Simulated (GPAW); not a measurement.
# Si/V(100): converging a work function, part 2 of 2

How do cutoff, mesh, smearing and the dipole layer change the work function of Si/V(100)?

GPAW 26.7.0; GPAW, PAW setups; slab in vacuum.

So far, upper work function (eV): step 2 (relaxing the atoms) 5.02; step 3 (plane waves, PBE) 5.02.

**6. Cutoff 700: ecut = 700**

The cutoff limits how sharply the smooth valence waves can vary, which tells mostly near the atoms.

Contents of run.py:

```python
import json
import numpy as np
from ase import Atoms
from gpaw import GPAW, PW

slab = Atoms(
    ['V', 'V', 'V', 'V', 'V', 'Si'],
    positions=[
        [0.00000, 0.00000, 8.00000],
        [1.51000, 1.51000, 9.51000],
        [0.00000, 0.00000, 11.02000],
        [1.51000, 1.51000, 12.50945],
        [-0.00000, 0.00000, 13.88926],
        [0.00000, -0.00000, 16.38484]],
    cell=[[3.02, 0.0, 0.0], [0.0, 3.02, 0.0], [0.0, 0.0, 24.812]],
    pbc=[True, True, False])

slab.calc = GPAW(mode=PW(700), xc='PBE', kpts={'size': (10, 10, 1), 'gamma': True},
                 occupations={'name': 'fermi-dirac', 'width': 0.1}, nbands='140%',
                 convergence={'density': 1e-05}, maxiter=200,
                 poissonsolver={'dipolelayer': 'xy'},
                 symmetry={'tolerance': 1e-3}, txt='slab.txt')
result = {}
energy = slab.get_potential_energy()
fermi = slab.calc.get_fermi_level()
v = slab.calc.get_electrostatic_potential().mean((0, 1)) - fermi
n = slab.calc.get_pseudo_density().mean((0, 1))
L = slab.cell[2, 2]
z = np.arange(len(v)) * L / len(v)
low, high = slab.positions[:, 2].min(), slab.positions[:, 2].max()
below, above = np.interp([low - 5.8, high + 5.8], z, v)
slopes = [np.interp(x, z, np.gradient(v, z)) for x in (low - 5.8, high + 5.8)]
eps = np.array([[slab.calc.get_eigenvalues(k, s) for k in range(len(slab.calc.get_ibz_k_points()))]
                for s in range(slab.calc.get_number_of_spins())]) - fermi
top, bottom = eps[eps < 0].max(), eps[eps > 0].min()
dipole = slab.get_dipole_moment()[2]
print(f'energy {energy:.4f} eV, Fermi level {fermi:.4f} eV, dipole {dipole:.5f} e A')
print(f'potential 5.8 A off the faces, from the Fermi level: lower {below:.4f} eV, upper {above:.4f} eV')
print(f'slope of the potential there: lower {slopes[0]:.5f}, upper {slopes[1]:.5f} eV/A')
print(f'nearest levels on the mesh: {top:.4f} and {bottom:.4f} eV')
print('magnetic moment', round(slab.get_magnetic_moment(), 3))
result.update(energy=energy, fermi=fermi, dipole=dipole, below=below, above=above, slopes=slopes, edges=[top, bottom],
              z=z.tolist(), v=v.tolist(), n=n.tolist(), positions=slab.positions.tolist(),
              forces=slab.get_forces(apply_constraint=False).tolist(), moments=slab.get_magnetic_moments().tolist())
json.dump(result, open('result.json', 'w'))
```

On the command line:

```sh
> OMP_NUM_THREADS=1 OPENBLAS_NUM_THREADS=1 python run.py
```

Output:

```text
energy -44.2627 eV, Fermi level 0.7508 eV, dipole -0.05942 e A
potential 5.8 A off the faces, from the Fermi level: lower 3.8396 eV, upper 5.0176 eV
slope of the potential there: lower -0.00022, upper 0.00004 eV/A
nearest levels on the mesh: -0.0024 and 0.0004 eV
magnetic moment 0.0
```

Run time: 6.8 min. Hardware: 1 thread of Arm Neoverse V1, shared host; peak memory 0.46 GiB.

Numbers from this step:

* dipole along the normal: -0.05942 e·Å
* levels nearest the Fermi level on the mesh: -0.002440, 3.99e-4 eV from the Fermi level
* upper work function: 5.018 eV
* lower work function: 3.840 eV

The electrostatic potential energy of an electron (without an applied field's), less the Fermi level, planar mean oscillates, so the rows of the table below give means over windows of 1.47 Å about each position, cut where the curve ends. Its maxima inside the range that stand out by 2 % of the span (Å: eV): 8.8: -5.52, 10.2: -5.60, 11.7: -5.92, 13.2: -7.30, 15.2: 2.17, 24.0: 5.02. Its minima: 8.0: -13.6, 9.5: -13.4, 11.0: -13.5, 12.5: -13.6, 13.9: -13.8, 16.4: -13.2.

The electrostatic potential energy of an electron (without an applied field's), less the Fermi level, planar mean by z; means over each step:

```csv
z (Å),"electrostatic potential energy of an electron (without an applied field's), less the Fermi level, planar mean (eV)"
0.73,3.92
2.21,3.84
3.68,3.83
5.15,3.72
6.62,1.45
8.09,-9.22
9.55,-9.39
11.03,-9.51
12.50,-9.86
13.97,-9.01
15.44,-1.25
16.91,-5.16
18.38,4.59
19.85,5.01
21.32,5.02
22.79,5.02
24.26,4.96
```

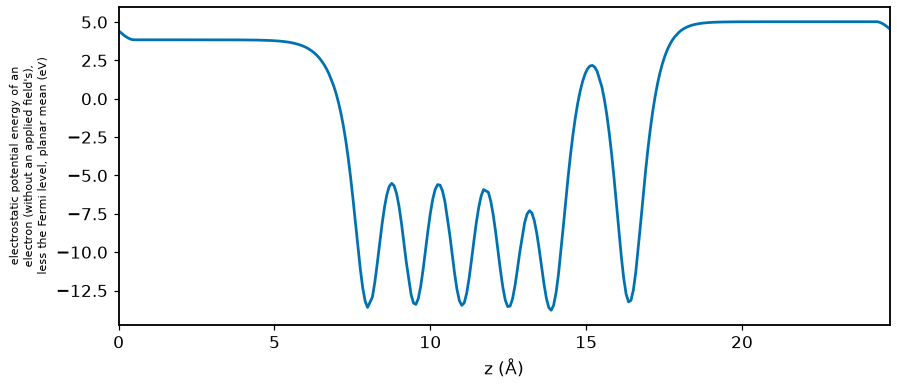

Electrostatic potential energy of an electron (without an applied field's), less the Fermi level, planar mean, plotted against z.

The pseudo valence density, planar mean oscillates, so the rows of the table below give means over windows of 1.47 Å about each position, cut where the curve ends. Its maxima inside the range that stand out by 2 % of the span (Å: e/Å³): 8.1: 1.64, 9.5: 1.67, 11.0: 1.70, 12.6: 1.69, 14.0: 1.63, 16.0: 0.210. Its minima: 8.7: 0.408, 10.2: 0.391, 11.8: 0.403, 13.2: 0.484, 15.0: 0.133.

The pseudo valence density, planar mean by z; means over each step:

```csv
z (Å),"pseudo valence density, planar mean (e/Å³)"
3.68,1.3e-4
5.15,0.00284
6.62,0.0640
8.09,0.919
9.55,0.960
11.03,0.961
12.50,0.985
13.97,0.909
15.44,0.170
16.91,0.159
18.38,0.0163
19.85,3.4e-4
21.32,6.3e-6
```

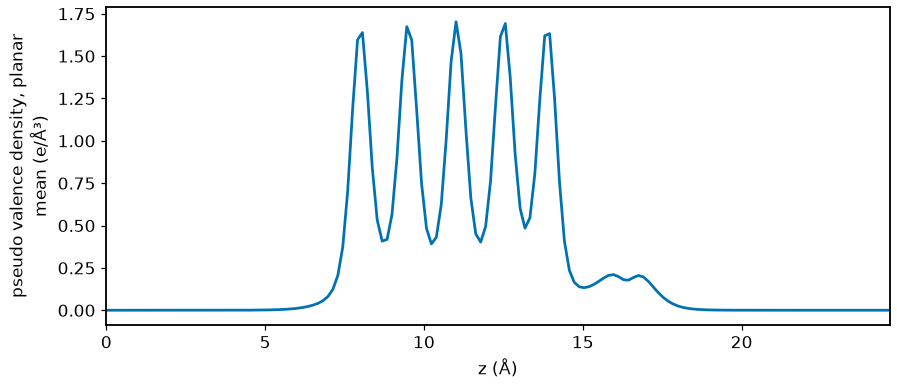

Pseudo valence density, planar mean against z.

Force by atom:

```csv
atom,x (eV/Å),y (eV/Å),z (eV/Å),size
V1,0.00,0.00,1.11,1.11
V2,0.00,0.00,-0.89,0.89
V3,0.00,0.00,-0.20,0.20
V4,0.00,0.00,0.00,0.00
V5,0.00,0.00,-0.02,0.02
Si6,0.00,0.00,0.00,0.00
```

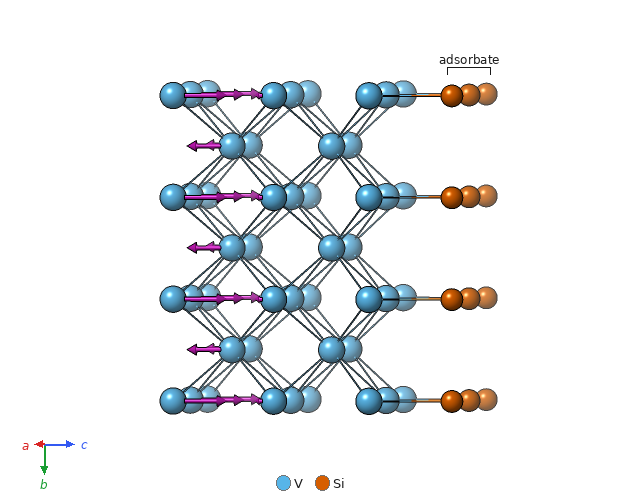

Force as arrows, the longest 1.11 eV/Å. 2×3×1 cells are drawn. Some periodic images of atoms are drawn too.

The upper face's work function is 5.018 eV, against 5.017 eV in the first plane-wave PBE run at this geometry.

**7. K mesh 3×3**

The mesh in the plane samples the bands: a metal's Fermi level needs it dense, and band edges must lie on it.

run.py: that of step 6 with these lines changed.

```diff
@@ -17,3 +17,3 @@
 
-slab.calc = GPAW(mode=PW(700), xc='PBE', kpts={'size': (10, 10, 1), 'gamma': True},
+slab.calc = GPAW(mode=PW(400), xc='PBE', kpts={'size': (3, 3, 1), 'gamma': True},
                  occupations={'name': 'fermi-dirac', 'width': 0.1}, nbands='140%',
```

Output:

```text
energy -43.7480 eV, Fermi level 0.7505 eV, dipole -0.04649 e A
potential 5.8 A off the faces, from the Fermi level: lower 3.9547 eV, upper 4.8760 eV
slope of the potential there: lower -0.00045, upper -0.00005 eV/A
nearest levels on the mesh: -0.1811 and 0.0128 eV
magnetic moment 0.0
```

Wall time 32 s (1 thread); peak memory 0.19 GiB.

The run finished with changed settings (kpts = [3, 3]); it serves as a test.

The two runs compared:

```csv
quantity,this run,sound run,difference
dipole along the normal (e·Å),-0.046486,-0.059358,0.0129
upper work function (eV),4.8760,5.0174,-0.141
lower work function (eV),3.9547,3.8407,0.114
```

The two runs differ clearly in the dipole along the normal: -0.0465 e·Å against -0.0594 e·Å.

**8. K mesh 6×6**

The mesh in the plane samples the bands: a metal's Fermi level needs it dense, and band edges must lie on it.

run.py: that of step 7 with these lines changed.

```diff
@@ -17,3 +17,3 @@
 
-slab.calc = GPAW(mode=PW(400), xc='PBE', kpts={'size': (3, 3, 1), 'gamma': True},
+slab.calc = GPAW(mode=PW(400), xc='PBE', kpts={'size': (6, 6, 1), 'gamma': True},
                  occupations={'name': 'fermi-dirac', 'width': 0.1}, nbands='140%',
```

Output:

```text
energy -44.1986 eV, Fermi level 0.7312 eV, dipole -0.06048 e A
potential 5.8 A off the faces, from the Fermi level: lower 3.8577 eV, upper 5.0568 eV
slope of the potential there: lower -0.00047, upper -0.00007 eV/A
nearest levels on the mesh: -0.0260 and 0.0077 eV
magnetic moment 0.0
```

Run time: 87 s. Hardware: 1 thread; peak memory 0.21 GiB.

The run finished with changed settings (kpts = [6, 6]); it serves as a test.

The two runs compared:

```csv
quantity,this run,sound run,difference
dipole along the normal (e·Å),-0.060485,-0.059358,-0.00113
upper work function (eV),5.0568,5.0174,0.0393
lower work function (eV),3.8577,3.8407,0.0170
```

The two runs differ clearly in the upper work function: 5.06 eV against 5.02 eV.

**9. K mesh 15×15: kpts = [15, 15]**

The mesh in the plane samples the bands: a metal's Fermi level needs it dense, and band edges must lie on it.

run.py: that of step 8 with these lines changed.

```diff
@@ -17,3 +17,3 @@
 
-slab.calc = GPAW(mode=PW(400), xc='PBE', kpts={'size': (6, 6, 1), 'gamma': True},
+slab.calc = GPAW(mode=PW(400), xc='PBE', kpts={'size': (15, 15, 1), 'gamma': True},
                  occupations={'name': 'fermi-dirac', 'width': 0.1}, nbands='140%',
```

Output:

```text
energy -44.1705 eV, Fermi level 0.7512 eV, dipole -0.05930 e A
potential 5.8 A off the faces, from the Fermi level: lower 3.8441 eV, upper 5.0196 eV
slope of the potential there: lower -0.00047, upper -0.00007 eV/A
nearest levels on the mesh: -0.0027 and 0.0071 eV
magnetic moment 0.0
```

It took 4.9 min on 1 thread; peak memory 0.32 GiB.

This step gave:

| Quantity | Value |
| --- | --- |
| dipole along the normal | -0.05930 e·Å |
| levels nearest the Fermi level on the mesh | -0.002675, 0.007058 eV from the Fermi level |
| upper work function | 5.020 eV |
| lower work function | 3.844 eV |

The electrostatic potential energy of an electron (without an applied field's), less the Fermi level, planar mean oscillates, so the rows of the table below give means over windows of 1.5 Å about each position, cut where the curve ends. Its maxima inside the range that stand out by 2 % of the span (Å: eV): 8.8: -5.53, 10.2: -5.60, 11.8: -5.84, 13.2: -7.36, 15.2: 2.17, 23.3: 5.02. Its minima: 8.0: -13.5, 9.5: -13.4, 11.1: -13.4, 12.5: -13.6, 13.9: -13.8, 16.4: -13.2.

The electrostatic potential energy of an electron (without an applied field's), less the Fermi level, planar mean by z; means over each step:

```csv
z (Å),"electrostatic potential energy of an electron (without an applied field's), less the Fermi level, planar mean (eV)"
0.75,3.92
2.25,3.84
3.75,3.84
5.25,3.70
6.75,0.647
8.25,-9.30
9.75,-9.34
11.25,-9.46
12.75,-10.2
14.25,-7.17
15.75,-4.14
17.25,-1.36
18.75,4.86
20.25,5.02
21.75,5.02
23.25,5.02
```

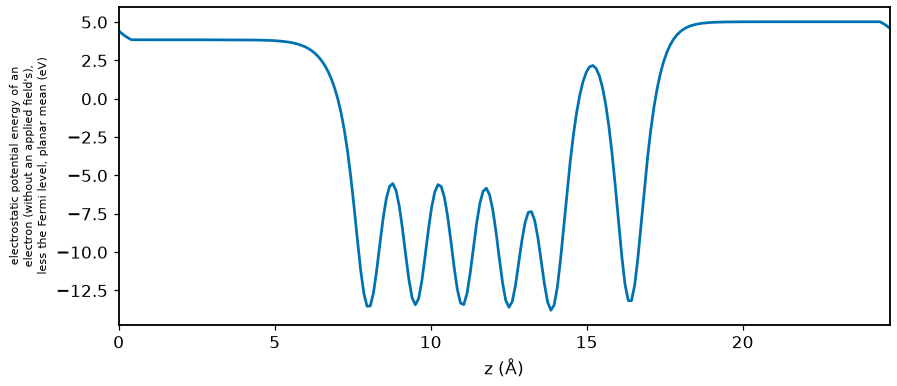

Electrostatic potential energy of an electron (without an applied field's), less the Fermi level, planar mean, plotted against z.

The upper face's work function is 5.020 eV, against 5.017 eV in the first plane-wave PBE run at this geometry.

**10. Scheme Marzari-Vanderbilt, smearing 0.2**

Smearing changes the occupations near the Fermi level, and with them the level itself. Smearing helps the SCF of a metal converge, but it blurs occupations at band edges near the Fermi level.

run.py: that of step 9 with these lines changed.

```diff
@@ -17,4 +17,4 @@
 
-slab.calc = GPAW(mode=PW(400), xc='PBE', kpts={'size': (15, 15, 1), 'gamma': True},
-                 occupations={'name': 'fermi-dirac', 'width': 0.1}, nbands='140%',
+slab.calc = GPAW(mode=PW(400), xc='PBE', kpts={'size': (10, 10, 1), 'gamma': True},
+                 occupations={'name': 'marzari-vanderbilt', 'width': 0.2}, nbands='140%',
                  convergence={'density': 1e-05}, maxiter=200,
```

Output:

```text
energy -44.1782 eV, Fermi level 0.7449 eV, dipole -0.05857 e A
potential 5.8 A off the faces, from the Fermi level: lower 3.8572 eV, upper 5.0182 eV
slope of the potential there: lower -0.00046, upper -0.00007 eV/A
nearest levels on the mesh: -0.0058 and 0.0021 eV
magnetic moment 0.0
```

The job ended after 3 min (1 thread; peak memory 0.26 GiB).

This step gave:

| Quantity | Value |
| --- | --- |
| dipole along the normal | -0.05857 e·Å |
| levels nearest the Fermi level on the mesh | -0.005779, 0.002142 eV from the Fermi level |
| upper work function | 5.018 eV |
| lower work function | 3.857 eV |

The electrostatic potential energy of an electron (without an applied field's), less the Fermi level, planar mean oscillates, so the rows of the table below give means over windows of 1.5 Å about each position, cut where the curve ends. Its maxima inside the range that stand out by 2 % of the span (Å: eV): 8.8: -5.53, 10.2: -5.59, 11.8: -5.83, 13.2: -7.36, 15.2: 2.17, 23.3: 5.02. Its minima: 8.0: -13.5, 9.5: -13.4, 11.1: -13.4, 12.5: -13.6, 13.9: -13.8, 16.4: -13.1.

The electrostatic potential energy of an electron (without an applied field's), less the Fermi level, planar mean by z; means over each step:

```csv
z (Å),"electrostatic potential energy of an electron (without an applied field's), less the Fermi level, planar mean (eV)"
0.75,3.93
2.25,3.86
3.75,3.85
5.25,3.71
6.75,0.650
8.25,-9.31
9.75,-9.33
11.25,-9.45
12.75,-10.1
14.25,-7.18
15.75,-4.13
17.25,-1.34
18.75,4.86
20.25,5.02
21.75,5.02
23.25,5.02
```

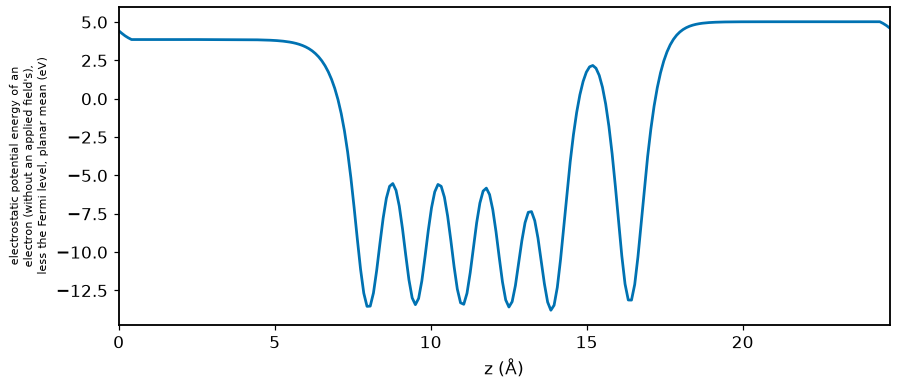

Electrostatic potential energy of an electron (without an applied field's), less the Fermi level, planar mean, plotted against z.

The upper face's work function is 5.018 eV, against 5.017 eV in the first plane-wave PBE run at this geometry.

**11. Cost and result by level**

Times are for 1 thread of Arm Neoverse V1, shared host. Results by setting:

```csv
no.,run,upper work function (eV),lower work function (eV),time,memory (GiB)
1,pw,5.017,3.841,2.9 min,0.26
2,cutoff 700,5.018,3.840,6.8 min,0.46
3,k mesh 15×15,5.020,3.844,4.9 min,0.32
4,"scheme Marzari-Vanderbilt, smearing 0.2",5.018,3.857,3 min,0.26
```

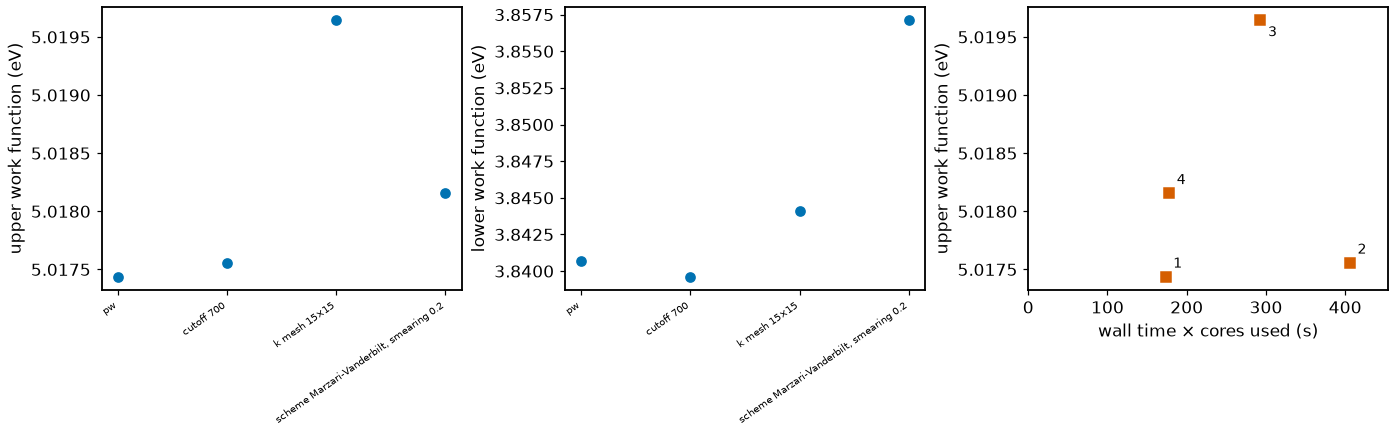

The series as plots; the last panel sets the first result against cost, with the runs numbered as in the table.

**12. Without the dipole layer**

The dipole layer is taken out and the cell repeats along the normal.

run.py: that of step 10 with these lines changed.

```diff
@@ -15,8 +15,7 @@
     cell=[[3.02, 0.0, 0.0], [0.0, 3.02, 0.0], [0.0, 0.0, 24.812]],
-    pbc=[True, True, False])
+    pbc=[True, True, True])
 
 slab.calc = GPAW(mode=PW(400), xc='PBE', kpts={'size': (10, 10, 1), 'gamma': True},
-                 occupations={'name': 'marzari-vanderbilt', 'width': 0.2}, nbands='140%',
+                 occupations={'name': 'fermi-dirac', 'width': 0.1}, nbands='140%',
                  convergence={'density': 1e-05}, maxiter=200,
-                 poissonsolver={'dipolelayer': 'xy'},
                  symmetry={'tolerance': 1e-3}, txt='slab.txt')
```

Output:

```text
energy -44.1797 eV, Fermi level 0.7796 eV, dipole -0.11577 e A
potential 5.8 A off the faces, from the Fermi level: lower 4.1711 eV, upper 4.6178 eV
slope of the potential there: lower -0.09276, upper -0.09250 eV/A
nearest levels on the mesh: -0.0099 and 0.0011 eV
magnetic moment 0.0
```

The job ended after 2.6 min (1 thread; peak memory 0.26 GiB).

The run finished. A setting was moved off its sound value on purpose, so it serves as a test and not as the result.

The fault put into the input: no dipole layer on a slab with a dipole, so the vacuum potential tilts and no work function is defined (dipole = false and pbc_z = true).

Side by side:

```csv
quantity,this run,sound run,difference
dipole along the normal (e·Å),-0.11577,-0.059358,-0.0564
```

One result that differs is the dipole along the normal, -0.116 e·Å against -0.0594 e·Å.

**13. Side by side**

Results and costs are gathered.

This step: comparison of work functions, dipole and cost (GPAW 26.7.0).

Ladder, by row:

```csv
step,code,"work function, upper (eV)","work function, lower (eV)",dipole (e Å),wall time (s),peak memory (GiB),threads
pw,GPAW,5.017,3.841,-0.05936,173.3,0.26,1
ecut200,GPAW,5.025,3.866,-0.05846,67.31,0.17,1
ecut300,GPAW,5.019,3.847,-0.05901,132.6,0.21,1
ecut700,GPAW,5.018,3.84,-0.05942,405.9,0.46,1
k3,GPAW,4.876,3.955,-0.04649,32,0.19,1
k6,GPAW,5.057,3.858,-0.06048,86.73,0.21,1
k15,GPAW,5.02,3.844,-0.0593,292.9,0.32,1
smear,GPAW,5.018,3.857,-0.05857,177.8,0.26,1
nodip,GPAW,-,-,-0.1158,153.3,0.26,1
```

**14. Results**

| Quantity | Value |
| --- | --- |
| work function, upper and lower face | 5.017 and 3.841 eV |
| dipole along the normal | -0.0594 e Å |

What this shows: With plane waves and PBE the work function is 5.02 eV on the upper face and 3.84 eV on the lower. The two faces differ by 1.2 eV, the step that the slab's dipole makes (e p/(ε0 A) gives 1.2 eV), so the dipole layer is needed. The other smearing (Marzari-Vanderbilt of 0.2 eV in place of Fermi-Dirac of 0.1) moves the two faces by 7.2e-4 and 0.016 eV on the same mesh; a mesh is converged only for its smearing. Over the sound runs of the table the upper face's work function spans 5.017 (pw) to 5.020 eV (k15). The cell of 9.12 Å² holds one Si, started on one chosen site; other sites and coverages weren't tried. The runs had no spin polarisation, so a magnetic state, which thin layers of d-metal atoms can have, wasn't tested. The in-plane lattice was kept as typed, which isn't the functional's own and leaves some strain; spin-orbit coupling and temperature are left out.

[Logs are printed without paths, hosts, clocks, repeated set-up lines and the standing remarks that a program may print on its own settings, such as how far it seeks lower states.]

[Hosts, paths, dates, database ids (printed as entryN), source tags and the programs' standing remarks are cut or masked in the printed files.]
